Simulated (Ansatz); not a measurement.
**SnSe2: a line through a two-coordinate scan**

One line of a two-coordinate grid on SnSe2 (P-3m1, No. 164; 3 atoms in the cell): lattice constant c is varied, at lattice constant a (and b) = 3.744 Å.

The COD entry's cell or inner coordinates are ideal or old and differ from later refinements, so a difference from it is no clean test against experiment.

Program: Ansatz 0.2.0. Level of theory: DFT PBE+D3(BJ), scalar-relativistic, plane waves, PAW. These are calculated values, not measurements.

41 further runs of the same task are left out: 41 set aside as unsound or not needed.

**1. The starting structure**

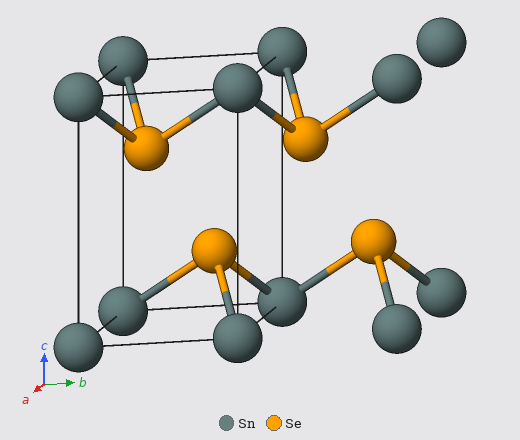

Start, viewed slightly off an axis; tin teal, selenium orange. 1×2×1 cells are drawn. Atoms on the faces are drawn again on the opposite ones.

Coordinates:

```cif
data_structure
_symmetry_space_group_name_H-M 'P 1'
_symmetry_Int_Tables_number 1
_cell_length_a 3.8400
_cell_length_b 3.8400
_cell_length_c 6.0099
_cell_angle_alpha 90.000
_cell_angle_beta 90.000
_cell_angle_gamma 120.000
_cell_volume 76.75
loop_
_atom_site_label
_atom_site_type_symbol
_atom_site_fract_x
_atom_site_fract_y
_atom_site_fract_z
_atom_site_occupancy
Sn1 Sn 0.00000 0.00000 0.00000 1
Se1 Se 0.33333 0.66667 0.26513 1
Se2 Se 0.66667 0.33333 0.73487 1
```

This cell was relaxed beforehand with the same method: volume 25.58 Å³/atom, gap on the mesh 0.35 eV.

**2. Plan of the line**

The energy is mapped over the lattice constants a and c of the conventional cell.

The axes are (1) lattice constant a (and b): 9 values from 3.648 to 4.032 Å; (2) lattice constant c: 9 values from 4.712 to 7.308 Å.

Nothing else is relaxed (fractional coordinates fixed). Energies count from the relaxed crystal. Points are written as (first, second).

**3. The run at (3.744 Å, 4.712 Å)**

File input.yaml:

```yaml
crystal:
  lattice:
    - [3.744, 0.0, 0.0]
    - [-1.872, 3.2423991118, 0.0]
    - [0.0, 0.0, 4.7118]
  atoms:
    - { symbol: Sn, position: [0.0, 0.0, 0.0] }
    - { symbol: Se, position: [0.3333333333, 0.6666666667, 0.2651331237] }
    - { symbol: Se, position: [0.6666666667, 0.3333333333, 0.7348668763] }
basis:
  ecutwfc: 420
kpoints:
  mp_grid: { grid: [12, 12, 6] }
hamiltonian:
  xc: pbe
  dispersion: d3bj
scf:
  occupations: { method: gaussian, width: 0.03 }
output:
  forces: true
  stress: true
  eigenvalues: true
```

The run is started by

```sh
$ ansatz run input.yaml --threads 1 --pin off --max-ram 2048MiB --backend cpu --events-out ev --progress --plain --runs-dir out
```

Output, shortened:

```text
Warning: RAYON_NUM_THREADS=1 ignored (pool sized by the plan → 1); use --threads N
[...]
Pseudopotentials: kind: paw
Pseudopotential: Sn, paw, valence charge 14, recommended cutoff 420 eV (normal), Sn.paw.azcp
Pseudopotential: Se, paw, valence charge 16, recommended cutoff 420 eV (normal), Se.paw.azcp
Functional definition: PBE
[...]
Crystal: 3 atoms, lattice volume = 57.199 Å³
Basis set: ecut = 420 eV, 1119 PW (Γ), exchange–correlation on 54×54×64 points (8 copies of the dense FFT grid, shifted against one another)
Bands: 28, of which v1, the nominal top of the filled ones, is band 23 counted from 1 (22 counted from 0)
Symmetry: 12 space group operations
Space group: P-3m1 (ITA 164), of the structure as read, at distance tolerance 3.9e-5 Å
k-points: 100 of 864
[...]
SCF iter   1: F=—  HF=-16962.448955 eV  |F-HF|=—  |Δ(HF+E_count)|=         —  Δρ=4.95e-3  dr2=1.35e-2  ethr=1.77e-3  ⟨swp⟩=6.4  Hψ=12637  notcnv=0
[...]
SCF iter   7: F=-16962.443672 eV  HF=-16962.443672 eV  |F-HF|=1.31e-8  |Δ(HF+E_count)|=   1.91e-7  Δρ=5.78e-6  dr2=1.65e-8  ethr=2.17e-10  ⟨swp⟩=8.6  Hψ=13319  notcnv=0
[...]
SCF converged after 7 iterations
Free energy (F): -16962.443672 eV
[...]
E sigma→0 (E₀):  -16962.443580 eV
Entropy (-TS):   -0.000184 eV (-0.061 meV/atom)
Fermi energy:    14.432537 eV
[...]
--- Forces (eV/Å), atoms counted from 1 ---
  atom   1  Sn     0.00000000     0.00000000     0.00000000
  atom   2  Se     0.00000000     0.00000000     3.71009661
  atom   3  Se    -0.00000000    -0.00000000    -3.71009661
[...]
--- Stress (GPa, compression-positive) ---
       36.341696       0.000000       0.000000
        0.000000      36.341696       0.000000
        0.000000      -0.000000      38.484612
  P = ⅓ Tr σ = 37.0560 GPa (370.560 kbar)
--- Band table (eV; the first three rows and the last of 100) ---
[...]
```

Run time: 4 s. Hardware: 1 thread of Intel Xeon 6975P-C (Granite Rapids), shared host; peak memory 0.48 GiB.

That is 660 meV/atom from the zero.

**4. The run at (3.744 Å, 5.036 Å)**

input.yaml: that of step 3 with these lines changed.

```diff
@@ -4,3 +4,3 @@
     - [-1.872, 3.2423991118, 0.0]
-    - [0.0, 0.0, 4.7118]
+    - [0.0, 0.0, 5.0363]
   atoms:
```

The run is started by

```sh
$ ansatz run input.yaml --threads 1 --pin off --max-ram 2048MiB --backend cpu --events-out ev --progress --plain --runs-dir out
```

Output, shortened:

```text
[...]
SCF converged after 7 iterations
Free energy (F): -16963.266968 eV
[...]
E sigma→0 (E₀):  -16963.266919 eV
Entropy (-TS):   -0.000098 eV (-0.033 meV/atom)
Fermi energy:    13.030789 eV
[...]
--- Forces (eV/Å), atoms counted from 1 ---
  atom   1  Sn     0.00000000     0.00000000     0.00000000
  atom   2  Se     0.00000000     0.00000000     2.89769219
  atom   3  Se    -0.00000000    -0.00000000    -2.89769219
[...]
--- Stress (GPa, compression-positive) ---
       23.730430       0.000000       0.000000
        0.000000      23.730430       0.000000
        0.000000       0.000000      28.523725
  P = ⅓ Tr σ = 25.3282 GPa (253.282 kbar)
--- Band table (eV; the first three rows and the last of 100) ---
[...]
```

Wall time 4.6 s (1 thread of Intel Xeon 6975P-C (Granite Rapids), shared host); peak memory 0.48 GiB.

Energy on the map's scale: 385 meV/atom.

**5. Grid point (3.744 Å, 5.361 Å)**

input.yaml: that of step 4 with these lines changed.

```diff
@@ -4,3 +4,3 @@
     - [-1.872, 3.2423991118, 0.0]
-    - [0.0, 0.0, 5.0363]
+    - [0.0, 0.0, 5.3608]
   atoms:
```

The run is started by

```sh
$ ansatz run input.yaml --threads 1 --pin off --max-ram 2048MiB --backend cpu --events-out ev --progress --plain --runs-dir out
```

Output, shortened:

```text
Warning: RAYON_NUM_THREADS=1 ignored (pool sized by the plan → 1); use --threads N
[...]
[... 4 set-up lines as earlier in the session ...]
[...]
Crystal: 3 atoms, lattice volume = 65.078 Å³
Basis set: ecut = 420 eV, 1253 PW (Γ), exchange–correlation on 54×54×72 points (8 copies of the dense FFT grid, shifted against one another)
Bands: 28, of which v1, the nominal top of the filled ones, is band 23 counted from 1 (22 counted from 0)
[... 1 set-up line as earlier in the session ...]
Space group: P-3m1 (ITA 164), of the structure as read, at distance tolerance 4.0e-5 Å
k-points: 100 of 864
[...]
SCF iter   1: F=—  HF=-16963.854508 eV  |F-HF|=—  |Δ(HF+E_count)|=         —  Δρ=2.95e-3  dr2=5.61e-3  ethr=1.77e-3  ⟨swp⟩=6.6  Hψ=12597  notcnv=0
[...]
SCF iter   6: F=-16963.851927 eV  HF=-16963.851927 eV  |F-HF|=8.04e-9  |Δ(HF+E_count)|=   5.57e-7  Δρ=1.10e-5  dr2=8.55e-8  ethr=2.17e-10  ⟨swp⟩=8.4  Hψ=13703  notcnv=0
[...]
SCF converged after 6 iterations
Free energy (F): -16963.851927 eV
[...]
E sigma→0 (E₀):  -16963.851903 eV
Entropy (-TS):   -0.000047 eV (-0.016 meV/atom)
Fermi energy:    11.687017 eV
[...]
--- Forces (eV/Å), atoms counted from 1 ---
  atom   1  Sn     0.00000000     0.00000000     0.00000000
  atom   2  Se     0.00000000     0.00000000     2.01195605
  atom   3  Se    -0.00000000    -0.00000000    -2.01195605
[...]
--- Stress (GPa, compression-positive) ---
       14.701736       0.000000       0.000000
       -0.000000      14.701736      -0.000000
        0.000000      -0.000000      19.188939
  P = ⅓ Tr σ = 16.1975 GPa (161.975 kbar)
--- Band table (eV; the first three rows and the last of 100) ---
[...]
```

Wall time 4.5 s (1 thread of Intel Xeon 6975P-C (Granite Rapids), shared host); peak memory 0.49 GiB.

Energy on the map's scale: 190 meV/atom.

**6. Grid point (3.744 Å, 5.685 Å)**

input.yaml: that of step 5 with these lines changed.

```diff
@@ -4,3 +4,3 @@
     - [-1.872, 3.2423991118, 0.0]
-    - [0.0, 0.0, 5.3608]
+    - [0.0, 0.0, 5.6854]
   atoms:
```

The run is started by

```sh
$ ansatz run input.yaml --threads 1 --pin off --max-ram 2048MiB --backend cpu --events-out ev --progress --plain --runs-dir out
```

Output, shortened:

```text
Warning: RAYON_NUM_THREADS=1 ignored (pool sized by the plan → 1); use --threads N
[...]
[... 4 set-up lines as earlier in the session ...]
[...]
Crystal: 3 atoms, lattice volume = 69.018 Å³
Basis set: ecut = 420 eV, 1387 PW (Γ), exchange–correlation on 54×54×80 points (8 copies of the dense FFT grid, shifted against one another)
Bands: 28, of which v1, the nominal top of the filled ones, is band 23 counted from 1 (22 counted from 0)
[... 1 set-up line as earlier in the session ...]
Space group: P-3m1 (ITA 164), of the structure as read, at distance tolerance 4.1e-5 Å
k-points: 100 of 864
[...]
SCF iter   1: F=—  HF=-16964.216027 eV  |F-HF|=—  |Δ(HF+E_count)|=         —  Δρ=2.03e-3  dr2=3.07e-3  ethr=1.77e-3  ⟨swp⟩=6.6  Hψ=12552  notcnv=0
[...]
SCF iter   6: F=-16964.214598 eV  HF=-16964.214598 eV  |F-HF|=7.60e-8  |Δ(HF+E_count)|=   5.65e-7  Δρ=8.69e-6  dr2=5.80e-8  ethr=2.17e-10  ⟨swp⟩=6.0  Hψ=11980  notcnv=0
[...]
SCF converged after 6 iterations
Free energy (F): -16964.214598 eV
[...]
E sigma→0 (E₀):  -16964.214598 eV
Fermi energy:    10.416375 eV
[...]
--- Forces (eV/Å), atoms counted from 1 ---
  atom   1  Sn    -0.00000000    -0.00000000     0.00000000
  atom   2  Se     0.00000000     0.00000000     1.12931133
  atom   3  Se    -0.00000000    -0.00000000    -1.12931133
[...]
--- Stress (GPa, compression-positive) ---
        8.489402      -0.000000       0.000000
       -0.000000       8.489402       0.000000
        0.000000       0.000000      10.446718
  P = ⅓ Tr σ = 9.1418 GPa (91.418 kbar)
--- Band table (eV; the first three rows and the last of 100) ---
  k-point 0: bands = ["-37.0518", "-37.0518", "-37.0516", "-37.0516", "-37.0216", "-37.0216", "-37.0201", "-37.0201", "-37.0085", "-37.0083", "-11.5019", "-11.5019", "-11.4537", "-11.4346", "-11.4346", "-4.6995", "-2.4947", "3.2811", "9.0893", "9.0893", "9.2767", "9.2767", "10.2219", [...]
[...]
```

It took 4.8 s on 1 thread of Intel Xeon 6975P-C (Granite Rapids), shared host; peak memory 0.5 GiB.

On the map this point reads 69 meV/atom.

**7. The run at (3.744 Å, 6.010 Å)**

input.yaml: that of step 6 with these lines changed.

```diff
@@ -4,3 +4,3 @@
     - [-1.872, 3.2423991118, 0.0]
-    - [0.0, 0.0, 5.6854]
+    - [0.0, 0.0, 6.0099097605]
   atoms:
```

The run is started by

```sh
$ ansatz run input.yaml --threads 1 --pin off --max-ram 2048MiB --backend cpu --events-out ev --progress --plain --runs-dir out
```

Output, shortened:

```text
[...]
SCF converged after 6 iterations
Free energy (F): -16964.373865 eV
[...]
E sigma→0 (E₀):  -16964.373865 eV
Fermi energy:    9.323480 eV
[...]
--- Forces (eV/Å), atoms counted from 1 ---
  atom   1  Sn     0.00000000    -0.00000000     0.00000000
  atom   2  Se     0.00000000     0.00000000     0.28384393
  atom   3  Se     0.00000000    -0.00000000    -0.28384393
[...]
--- Stress (GPa, compression-positive) ---
        4.348105       0.000000       0.000000
        0.000000       4.348105       0.000000
        0.000000       0.000000       2.688647
  P = ⅓ Tr σ = 3.7950 GPa (37.950 kbar)
--- Band table (eV; the first three rows and the last of 100) ---
  k-point 0: bands = ["-37.8864", "-37.8864", "-37.8863", "-37.8863", "-37.8744", "-37.8744", "-37.8736", "-37.8736", "-37.8685", "-37.8683", "-12.3069", "-12.3069", "-12.2616", "-12.2473", "-12.2473", "-5.1668", "-3.3417", "2.3968", "8.4923", "8.4923", "8.6839", "8.6839", "8.9011", [...]
[...]
```

Run time: 5 s. Hardware: 1 thread of Intel Xeon 6975P-C (Granite Rapids), shared host; peak memory 0.51 GiB.

Energy on the map's scale: 16 meV/atom.

**8. The run at (3.744 Å, 6.334 Å)**

input.yaml: that of step 7 with these lines changed.

```diff
@@ -4,3 +4,3 @@
     - [-1.872, 3.2423991118, 0.0]
-    - [0.0, 0.0, 6.0099097605]
+    - [0.0, 0.0, 6.3344]
   atoms:
@@ -22 +22,5 @@
   eigenvalues: true
+  write_density: true
+  write_potential: true
+  elf: true
+  volumetric_format: npy
```

The run is started by

```sh
$ ansatz run input.yaml --threads 1 --pin off --max-ram 2048MiB --backend cpu --events-out ev --progress --plain --runs-dir out
```

Output, shortened:

```text
[...]
SCF converged after 6 iterations
Free energy (F): -16964.356093 eV
[...]
E sigma→0 (E₀):  -16964.356093 eV
Fermi energy:    8.509902 eV
[...]
--- Forces (eV/Å), atoms counted from 1 ---
  atom   1  Sn    -0.00000000     0.00000000     0.00000000
  atom   2  Se    -0.00000000     0.00000000    -0.48712229
  atom   3  Se     0.00000000    -0.00000000     0.48712229
[...]
--- Stress (GPa, compression-positive) ---
        1.710283       0.000000       0.000000
        0.000000       1.710283       0.000000
        0.000000       0.000000      -3.939056
  P = ⅓ Tr σ = -0.1728 GPa (-1.728 kbar)
--- Band table (eV; the first three rows and the last of 100) ---
[...]
```

Run time: 7.4 s. Hardware: 1 thread of Intel Xeon 6975P-C (Granite Rapids), shared host; peak memory 0.5 GiB.

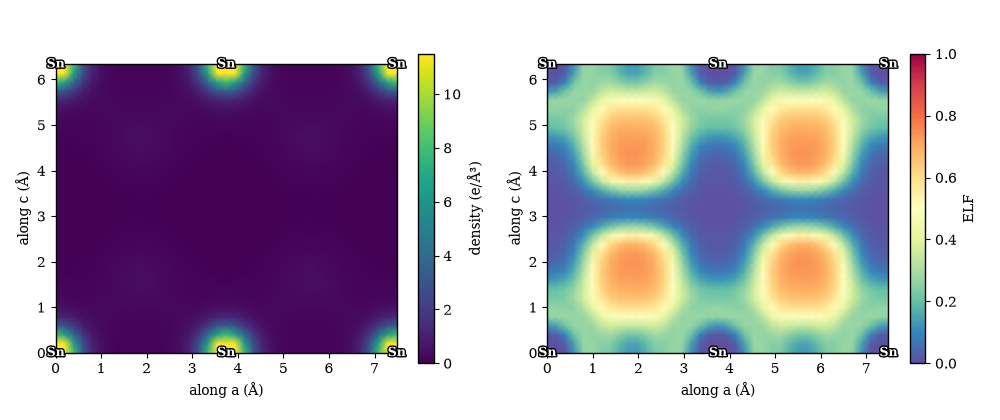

Density (left) and ELF (right) in a lattice plane of the grid's cell (edges 3.74 and 6.33 Å, at 0.000 of the third edge), which holds Sn. Only atoms in the plane are labelled; the density scale stops at 11.50 e/Å³. Both are smooth fields of the valence electrons: close to the nuclei they are not physical.

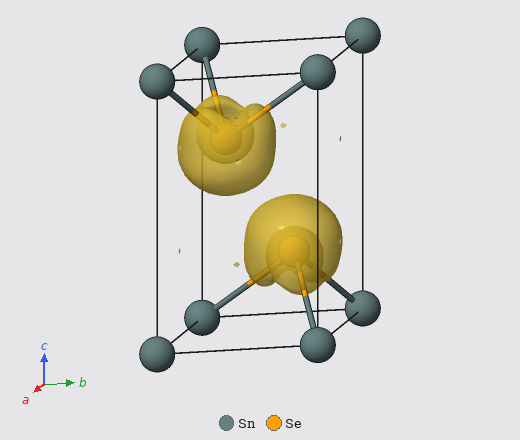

Surface of ELF = 0.74, drawn in one cell.

The highest ELF values outside the cores: 0.86 beside Se, off the lines to its neighbours, 0.9 Å from Se; 0.80 in the shell around Se, 0.8 Å from Se.

On the map this point reads 22 meV/atom.

**9. Grid point (3.744 Å, 6.984 Å)**

input.yaml: that of step 8 with these lines changed.

```diff
@@ -4,3 +4,3 @@
     - [-1.872, 3.2423991118, 0.0]
-    - [0.0, 0.0, 6.3344]
+    - [0.0, 0.0, 6.9835]
   atoms:
@@ -22,5 +22 @@
   eigenvalues: true
-  write_density: true
-  write_potential: true
-  elf: true
-  volumetric_format: npy
```

The run is started by

```sh
$ ansatz run input.yaml --threads 1 --pin off --max-ram 2048MiB --backend cpu --events-out ev --progress --plain --runs-dir out
```

Output, shortened:

```text
Warning: RAYON_NUM_THREADS=1 ignored (pool sized by the plan → 1); use --threads N
[...]
[... 4 set-up lines as earlier in the session ...]
[...]
Crystal: 3 atoms, lattice volume = 84.776 Å³
Basis set: ecut = 420 eV, 1655 PW (Γ), exchange–correlation on 54×54×96 points (8 copies of the dense FFT grid, shifted against one another)
Bands: 28, of which v1, the nominal top of the filled ones, is band 23 counted from 1 (22 counted from 0)
[... 1 set-up line as earlier in the session ...]
Space group: P-3m1 (ITA 164), of the structure as read, at distance tolerance 4.4e-5 Å
k-points: 100 of 864
[...]
SCF iter   1: F=—  HF=-16963.921025 eV  |F-HF|=—  |Δ(HF+E_count)|=         —  Δρ=2.18e-3  dr2=5.56e-3  ethr=1.77e-3  ⟨swp⟩=6.6  Hψ=12342  notcnv=0
[...]
SCF iter   6: F=-16963.919234 eV  HF=-16963.919234 eV  |F-HF|=2.65e-9  |Δ(HF+E_count)|=   4.13e-8  Δρ=3.17e-6  dr2=8.25e-9  ethr=2.17e-10  ⟨swp⟩=8.2  Hψ=11908  notcnv=0
[...]
SCF converged after 6 iterations
Free energy (F): -16963.919234 eV
[...]
E sigma→0 (E₀):  -16963.918851 eV
Entropy (-TS):   -0.000766 eV (-0.255 meV/atom)
Fermi energy:    7.259814 eV
[...]
--- Forces (eV/Å), atoms counted from 1 ---
  atom   1  Sn     0.00000000    -0.00000000     0.00000000
  atom   2  Se    -0.00000000     0.00000000    -1.57128584
  atom   3  Se     0.00000000    -0.00000000     1.57128584
[...]
--- Stress (GPa, compression-positive) ---
       -0.952981      -0.000000      -0.000000
       -0.000000      -0.952981       0.000000
       -0.000000       0.000000     -12.922755
  P = ⅓ Tr σ = -4.9429 GPa (-49.429 kbar)
--- Band table (eV; the first three rows and the last of 100) ---
[...]
```

Wall time 5.5 s (1 thread of Intel Xeon 6975P-C (Granite Rapids), shared host); peak memory 0.5 GiB.

Energy on the map's scale: 168 meV/atom.

**10. The run at (3.744 Å, 7.308 Å)**

input.yaml: that of step 9 with these lines changed.

```diff
@@ -4,3 +4,3 @@
     - [-1.872, 3.2423991118, 0.0]
-    - [0.0, 0.0, 6.9835]
+    - [0.0, 0.0, 7.3081]
   atoms:
```

The run is started by

```sh
$ ansatz run input.yaml --threads 1 --pin off --max-ram 2048MiB --backend cpu --events-out ev --progress --plain --runs-dir out
```

Output, shortened:

```text
[...]
SCF converged after 6 iterations
Free energy (F): -16963.573539 eV
[...]
E sigma→0 (E₀):  -16963.573206 eV
Entropy (-TS):   -0.000665 eV (-0.222 meV/atom)
Fermi energy:    6.688900 eV
[...]
--- Forces (eV/Å), atoms counted from 1 ---
  atom   1  Sn     0.00000000    -0.00000000     0.00000000
  atom   2  Se     0.00000000     0.00000000    -1.85211417
  atom   3  Se     0.00000000     0.00000000     1.85211417
[...]
--- Stress (GPa, compression-positive) ---
       -1.662187       0.000000       0.000000
        0.000000      -1.662187       0.000000
        0.000000       0.000000     -15.181027
  P = ⅓ Tr σ = -6.1685 GPa (-61.685 kbar)
--- Band table (eV; the first three rows and the last of 100) ---
[...]
```

Wall time 6.2 s (1 thread of Intel Xeon 6975P-C (Granite Rapids), shared host); peak memory 0.54 GiB.

Energy on the map's scale: 283 meV/atom.

**11. What came out**

| lattice constant c (Å) | step | energy (meV/atom) | slope (meV/atom per Å) | pressure (GPa) | band gap on the k-mesh (eV) | largest force on an atom (eV/Å) |
| --- | --- | --- | --- | --- | --- | --- |
| 4.712 | 3 | 660 | −972 | 37.1 | 0.00 | 3.71 |
| 5.036 | 4 | 385 | −720 | 25.3 | 0.00 | 2.90 |
| 5.361 | 5 | 190 | −485 | 16.2 | 0.06 | 2.01 |
| 5.685 | 6 | 69 | −264 | 9.1 | 0.32 | 1.13 |
| 6.010 | 7 | 16 | −68 | 3.8 | 0.47 | 0.28 |
| 6.334 | 8 | 22 | 99 | −0.2 | 0.25 | 0.49 |
| 6.659 | – | 77 | 228 | −3.0 | 0.00 | 1.09 |
| 6.984 | 9 | 168 | 326 | −4.9 | 0.00 | 1.57 |
| 7.308 | 10 | 283 | 383 | −6.2 | 0.00 | 1.85 |

Energies count from the relaxed crystal. Rows without a step come from runs not printed here or follow by symmetry. Slopes come from the forces (and the stress, where the cell changes), not from differences of energies.

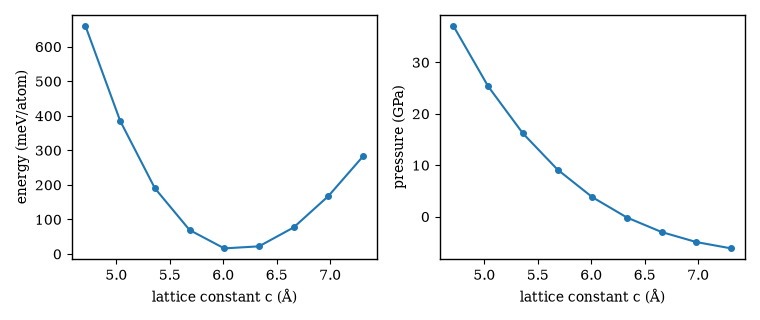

Energy and pressure along the line.

In words: The lowest point of the line is at 6.010 Å, 16 meV/atom from the zero. Energies and slopes round the minimum, fitted together, put the minimum at 6.1348 Å, with a curvature of about 530 meV/atom per Å². The highest point computed, at 4.712 Å, lies 643 meV/atom above the lowest. The gap on the mesh reads zero on part of the line; semilocal functionals close small gaps early. This is one cut through a surface in two coordinates; the map's lowest point lies off it. The gap on the mesh closes on part of the grid.
